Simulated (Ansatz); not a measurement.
**Pressure series in hypothetical I4/mmm Ge**

Consider Ge (space group I4/mmm, No. 139; a = 6.948 Å, c = 4.011 Å; a hypothetical phase, not in the database extracts checked).

Cell and atoms are relaxed at each pressure.

Computed with Ansatz (an electronic-structure program) PBEsol, no spin-orbit coupling.

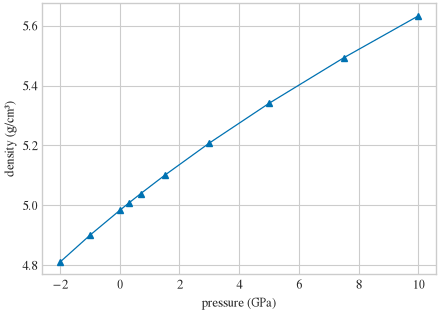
Figure. Density against pressure

| pressure (GPa) | density |
|---|---|
| -2 | 4.81 g/cm³ |
| -1 | 4.90 g/cm³ |
| 0.3 | 5.01 g/cm³ |
| 0.7 | 5.04 g/cm³ |
| 1.5 | 5.10 g/cm³ |
| 3 | 5.21 g/cm³ |
| 5 | 5.34 g/cm³ |
| 7.5 | 5.49 g/cm³ |
| 10 | 5.63 g/cm³ |

Load acts through the strain it causes; cell and atoms are relaxed under it. Stability against distortions was not tested. No other phases were tried under pressure.
